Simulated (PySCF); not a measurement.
Trigermane, SMILES [GeH3][GeH2][GeH3], singlet at its PBE0/def2-SVP optimised geometry (Å):

```
11

Ge    -1.1629     1.4682     0.0000
Ge    -0.2714    -0.7888     0.0000
Ge     2.1552    -0.7888     0.0000
H     -2.7031     1.4489     0.0039
H     -0.6762     2.2285     1.2481
H     -0.6825     2.2262    -1.2520
H     -0.7836    -1.5419    -1.2455
H     -0.7835    -1.5417     1.2457
H      2.6837    -0.0576     1.2485
H      2.6838    -0.0630    -1.2516
H      2.7031    -2.2285     0.0032
```

Calculation: PBE0/def2-TZVP (PySCF 2.14.0).

Map of the deformation density (molecule minus spherical neutral atoms) (e/bohr³) on the plane z = 0.8 Å:

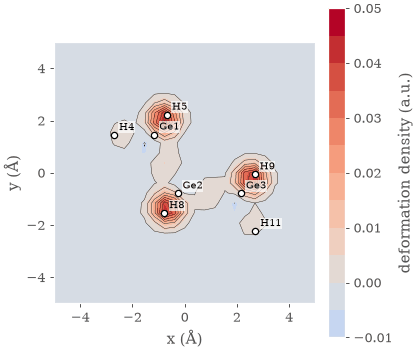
Figure. Deformation density (molecule minus spherical neutral atoms) (e/bohr³) on the plane z = 0.8 Å.
